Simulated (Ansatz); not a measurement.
# CH4FSn: the cost of one run

Computed with the Python package of Ansatz 0.2.0. Level of theory: r2SCAN0/def2-SVP.

### 1 Starting point

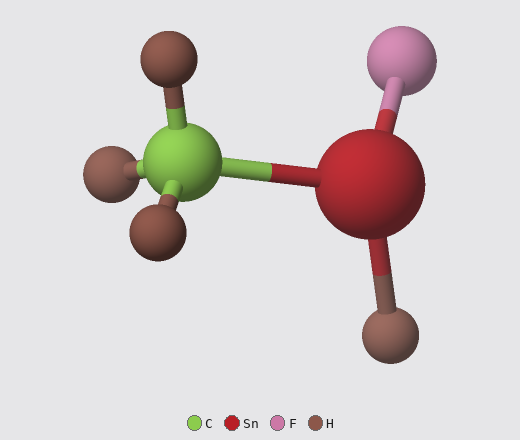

The starting structure, viewed from a chosen angle; carbon green, tin red, fluorine pink, hydrogen brown.

No structure file is read: the coordinates are typed or built in the script.

### 2 Script

Contents of spin.py:

```python
"""Vertical spin-state energies of CH4FSn."""

import ansatz as az

GEOMETRY = """
C    -0.57290    0.51280   -0.48420
Sn    0.53090   -0.40810    1.03010
F     2.38920   -0.27390    0.57510
H    -0.25560    1.63670   -0.56570
H    -1.69760    0.47590   -0.26350
H    -0.43250    0.07750   -1.47150
H     0.09980   -2.08880    1.13400
"""


def main() -> None:
    ch4fsn = az.Crystal.molecule()
    for line in GEOMETRY.strip().splitlines():
        symbol, *xyz = line.split()
        ch4fsn = ch4fsn.atom(symbol, [float(v) for v in xyz])

    model = (
        ch4fsn.calculation()
        .basis(gaussian="def2-SVP")
        .functional("r2scan0")
    )
    found = {}
    for unpaired in [1, 3]:
        report = model.spin("collinear", total=unpaired).run(threads=1).report
        s = unpaired / 2
        found[unpaired] = report["free_energy_ev"]
        print(f"2S+1 = {unpaired + 1}: E = {found[unpaired]:.5f} eV, <S^2> = {abs(report['mean_field']['state']['spin_squared']):.3f} (pure state {s * (s + 1):.2f})")
    lowest = min(found, key=found.get)
    for unpaired, e in found.items():
        print(f"multiplicity {unpaired + 1}: {96.485332 * (e - found[lowest]):.1f} kJ/mol above the lowest")


if __name__ == "__main__":
    main()
```

### 3 The run

Launch:

```bash
python spin.py
```

What time and memory should one allow on 1 thread of Arm Neoverse V2, shared host?

About 25 s, with a peak of 0.28 GiB.
